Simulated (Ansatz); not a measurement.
C3H5BInN

Input file:

```
crystal:
  periodic: [false, false, false]
  atoms:
    - { symbol: C, position_ang: [0.62117, 1.36851, -3.49871] }
    - { symbol: C, position_ang: [0.09398, 1.14304, -2.43335] }
    - { symbol: In, position_ang: [-1.0287, 0.67485, -0.53021] }
    - { symbol: B, position_ang: [-1.53426, -0.23272, 1.67011] }
    - { symbol: C, position_ang: [-0.24291, -0.77492, 1.84392] }
    - { symbol: "N", position_ang: [0.79257, -0.63359, 0.82003] }
    - { symbol: H, position_ang: [1.09447, 1.56565, -4.42538] }
    - { symbol: H, position_ang: [-2.60199, -0.05959, 2.08284] }
    - { symbol: H, position_ang: [0.07784, -1.32691, 2.72973] }
    - { symbol: H, position_ang: [1.61066, -0.16935, 1.21545] }
    - { symbol: H, position_ang: [1.11718, -1.55496, 0.52556] }
basis:
  gaussian: { orbitals: def2-SVP }
hamiltonian:
  xc: pbe0
  dispersion: d4
relax:
  f_tol: 0.02
  max_steps: 50
output:
  orbitals: {}
```

Command:

```sh
ansatz run input.yaml --threads 2 --pin off --max-ram 3072MiB --backend cpu --events-out ev --progress --plain --runs-dir out
```

The fields are those of the run's last geometry, not of the input's.

Core potentials replace the inner electrons of In.

Level of theory: RKS PBE0-D4/def2-SVP (Ansatz).

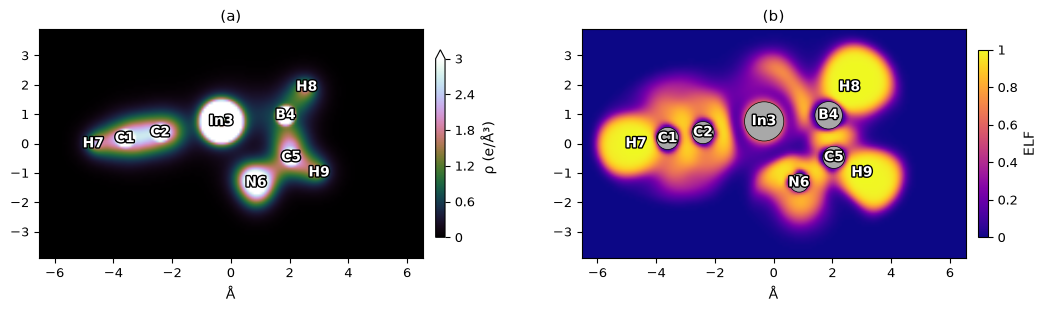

Figure 1. (a) electron density; (b) electron localisation function on the plane of atoms C2, In3 and B4. Grey discs cover the atomic cores in the ELF map.

**Interpret the plot.**

The plane passes through C, In, B, N and H nuclei. C–C (1.22 Å): ρ is about 2.7 e/Å³ halfway; the ELF peaks at about 0.85 between the atoms; a short, multiple covalent bond. C–B (1.45 Å): ρ at the midpoint is about 1.7 e/Å³; the ELF peaks at about 0.95 between the atoms, as expected for localised, covalent bonding. C–N (1.47 Å): ρ at the midpoint is about 1.9 e/Å³; the ELF peaks at about 0.95 between the atoms; a shared electron pair. C–In (2.12 Å): ρ at the midpoint is about 0.66 e/Å³; the ELF peaks at about 0.95 in the valence shell of C, 0.7 Å from its nucleus, and drops to about 0.15 between the two atoms. In–B (2.21 Å): ρ at the midpoint is about 0.59 e/Å³; the ELF peaks at about 0.75 in the valence shell of B, 0.8 Å from its nucleus, and is about 0.40 at the midpoint.

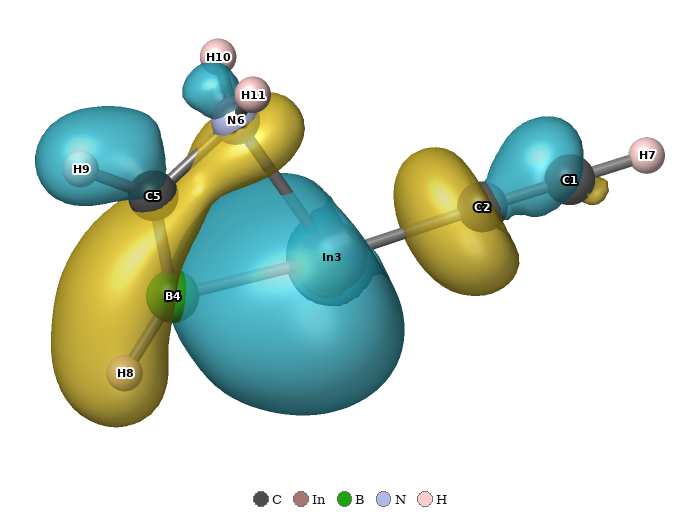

Figure 2. The HOMO−1 at ±0.08 Å⁻³ᐟ² (yellow and cyan are the two phases), seen at a tilt.

**Describe this orbital and give its energy.**

It lies mainly on In3 (about 40 %), B4 (about 25 %), C2 (about 10 %) and C5 (about 10 %). Its energy is −7.05 eV.

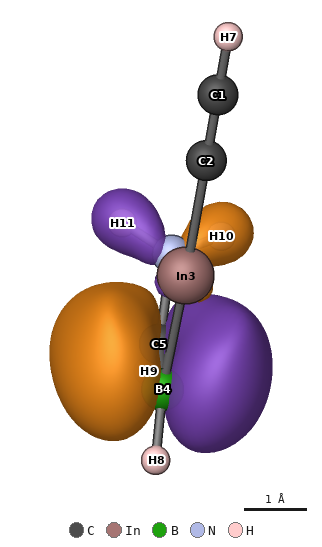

Figure 3. The HOMO at ±0.1 Å⁻³ᐟ² (orange and purple are the two phases), seen at an oblique angle.

**Where does this orbital lie, and at what energy?**

It lies mainly on C5 (about 45 %), B4 (about 30 %) and In3 (about 10 %); π-bonding across C5–B4. Its energy is −5.95 eV.
